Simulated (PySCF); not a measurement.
**C2H9InO (SMILES C[O+](C)[InH3-]): levels of theory compared**

We compute a comparison of 6 runs (HF/STO-3G, HF/3-21G, M06-2X/def2-SVP, PBE0/def2-SVP, MP2/STO-3G, CCSD(T)/def2-SVP) of C2H9InO. The job is set up through a Python script.

Program for the calculation: PySCF 2.14.0.

## Step 1: Starting point

The species is C2H9InO (13 atoms), meant as a singlet with charge 0. As SMILES, `C[O+](C)[InH3-]`. The coordinates come from a PBE0-D4/def2-TZVP relaxation.

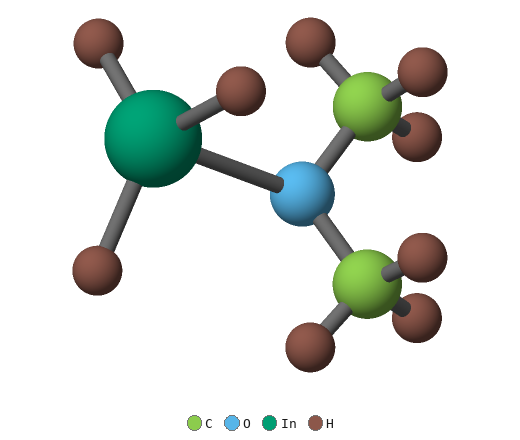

Viewed from a chosen angle; carbon green, oxygen blue, indium teal, hydrogen brown.

## Step 2: Energy and gradient at HF/STO-3G (run 1)

calc.py

```python
import pyscf.grad
from pyscf import gto

mol = gto.Mole()
mol.atom = [
    ('C', (-0.440500, 1.268800, -0.678100)),
    ('O', (-0.312100, 0.233100, 0.278200)),
    ('C', (0.683100, 0.505100, 1.247500)),
    ('In', (-0.325900, -1.990200, -0.597000)),
    ('H', (-1.237200, 0.981600, -1.362600)),
    ('H', (-0.704500, 2.207200, -0.180200)),
    ('H', (0.493100, 1.400900, -1.236100)),
    ('H', (0.440900, 1.428300, 1.783400)),
    ('H', (1.667800, 0.602900, 0.777100)),
    ('H', (0.693500, -0.330700, 1.945300)),
    ('H', (-1.790500, -1.783900, -1.496500)),
    ('H', (-0.338900, -2.757200, 0.954800)),
    ('H', (1.191800, -1.800800, -1.420800)),
]
mol.max_memory = 1860
mol.verbose = 3
mol.basis = 'sto-3g'
mol.build()

hf = mol.RHF()
hf.conv_tol = 1e-10
hf.kernel()
if not hf.converged:
    hf = hf.newton().run(hf.mo_coeff, hf.mo_occ)

e_tot = hf.e_tot
print('E(%s) = %.9f' % ('HF', e_tot))
grad = hf.Gradients().kernel()
dip = hf.dip_moment()
pop, q = hf.mulliken_pop()
```

Run with:

```console
$ OMP_NUM_THREADS=1 python calc.py
```

What it wrote:

```text
converged SCF energy = -5836.75642886027
[... 9 lines left out ...]
Dipole moment(X, Y, Z, Debye):  0.89313,  3.75733,  0.97194
[... 65 lines left out ...]
charge of   12H =     -0.23645
```

It took 6 s on 1 thread of Intel Xeon at 2.70GHz, shared host; peak memory 0.12 GiB.

## Step 3: Energy and forces at HF/3-21G (run 2)

geometry.xyz

```xyz
13
C2H9InO
C     -0.440500     1.268800    -0.678100
O     -0.312100     0.233100     0.278200
C      0.683100     0.505100     1.247500
In    -0.325900    -1.990200    -0.597000
H     -1.237200     0.981600    -1.362600
H     -0.704500     2.207200    -0.180200
H      0.493100     1.400900    -1.236100
H      0.440900     1.428300     1.783400
H      1.667800     0.602900     0.777100
H      0.693500    -0.330700     1.945300
H     -1.790500    -1.783900    -1.496500
H     -0.338900    -2.757200     0.954800
H      1.191800    -1.800800    -1.420800
```

calc.py

```python
import pyscf.grad
from pyscf import gto

system = gto.M(
    atom='geometry.xyz',
    basis='3-21g',
    charge=0,
    verbose=4,
    max_memory=1860,
    spin=0,
)

calc0 = system.RHF()
calc0.conv_tol = 1e-10
calc0.kernel()
if not calc0.converged:
    calc0 = calc0.newton().run(calc0.mo_coeff, calc0.mo_occ)

etot = calc0.e_tot
print('E(%s) = %.9f' % ('HF', etot))
grad = calc0.Gradients().kernel()
dip = calc0.dip_moment()
pop, q = calc0.mulliken_pop()
```

Run with:

```console
$ OMP_NUM_THREADS=1 python calc.py
```

What it wrote:

```text
PySCF version 2.14.0

[... 65 lines left out ...]
converged SCF energy = -5869.6673227942
[... 12 lines left out ...]
Dipole moment(X, Y, Z, Debye):  1.13903,  4.18090,  0.99699
[... 90 lines left out ...]
charge of   12H =     -0.27936
```

Run time: 11 s. Hardware: 1 thread of Intel Xeon at 2.70GHz, shared host; peak memory 0.15 GiB.

Runs 3 to 5 aren't shown in full; the table further down has their settings and results.

## Step 4: The energy at CCSD(T)/def2-SVP (core potential) (run 6)

job.py

```python
from pyscf import gto, cc

system = gto.M(
    atom=[
    ('C', (-0.440500, 1.268800, -0.678100)),
    ('O', (-0.312100, 0.233100, 0.278200)),
    ('C', (0.683100, 0.505100, 1.247500)),
    ('In', (-0.325900, -1.990200, -0.597000)),
    ('H', (-1.237200, 0.981600, -1.362600)),
    ('H', (-0.704500, 2.207200, -0.180200)),
    ('H', (0.493100, 1.400900, -1.236100)),
    ('H', (0.440900, 1.428300, 1.783400)),
    ('H', (1.667800, 0.602900, 0.777100)),
    ('H', (0.693500, -0.330700, 1.945300)),
    ('H', (-1.790500, -1.783900, -1.496500)),
    ('H', (-0.338900, -2.757200, 0.954800)),
    ('H', (1.191800, -1.800800, -1.420800)),
],
    charge=0,
    ecp={'In': 'def2-svp'},
    verbose=3,
    basis='def2-svp',
    max_memory=1860,
)

mf = system.RHF()
mf.conv_tol = 1e-10
mf.kernel()
if not mf.converged:
    mf = mf.newton().run(mf.mo_coeff, mf.mo_occ)

mycc = cc.CCSD(mf, frozen=7)
mycc.kernel()
e_t = mycc.ccsd_t()
e_tot = mycc.e_tot + e_t
print('E(%s) = %.9f' % ('CCSD(T)', e_tot))
dip = mf.dip_moment()
pop, q = mf.mulliken_pop()
```

Run with:

```console
$ OMP_NUM_THREADS=1 python job.py
```

What it wrote:

```text
converged SCF energy = -344.877478263395
[... 3 lines left out ...]
Dipole moment(X, Y, Z, Debye):  0.97891,  3.82706,  0.95000
[... 127 lines left out ...]
charge of   12H =     -0.22900
```

It took 2 min on 1 thread of Intel Xeon at 2.70GHz, shared host; peak memory 1.1 GiB.

## Step 5: The series

```tsv
run	level	core potential	integration grid	energy (Eh)	dipole moment (D) of the reference	HOMO energy (eV)	LUMO energy (eV)	wall time
1	HF/STO-3G	–	–	-5836.756429	3.98	-7.63	8.71	6 s
2	HF/3-21G	–	–	-5869.667323	4.45	-10.10	2.72	11 s
3	M06-2X/def2-SVP (core potential)	def2-svp	5	-346.655122	3.96	-8.42	0.35	86 s
4	PBE0/def2-SVP (core potential)	def2-svp	5	-346.624108	3.89	-7.35	-0.20	65 s
5	MP2/STO-3G	–	–	-5836.936215	3.98	-7.63	8.71	9.9 s
6	CCSD(T)/def2-SVP (core potential)	def2-svp	–	-345.540483	4.06	-10.23	2.46	2 min
```

## Step 6: Results

```
                                          quantity          value
                               run 6: total energy  -345.54048 Eh
       run 6: dipole moment (Hartree–Fock density)         4.06 D
        run 6: HOMO energy (Hartree–Fock orbitals)      -10.23 eV
        run 6: LUMO energy (Hartree–Fock orbitals)        2.46 eV
      run 6: HOMO–LUMO gap (Hartree–Fock orbitals)       12.69 eV
run 6: correlation energy (7 core orbitals frozen)     -663.0 mEh
                             run 6: (T) correction     -16.26 mEh
                              run 6: T1 diagnostic          0.009
```

Over runs 1, 2, 3, 4 the dipole moment (its size) runs from 3.89 D (PBE0/def2-SVP) to 4.45 D (HF/3-21G). The two ends differ in method and basis and core potential. Over runs 1, 2, 3, 4 the HOMO–LUMO gap runs from 7.15 eV (PBE0/def2-SVP) to 16.35 eV (HF/STO-3G). Totals of different functionals can't be ranked against each other. Some runs of one species differ in core potentials or relativity; totals across that change don't compare. In runs 1, 5 the basis is minimal, so the values are rough. In runs 1, 2, 5 relativity is left out where basis or elements ask for it. All runs together took 5 min, the longest 2 min.
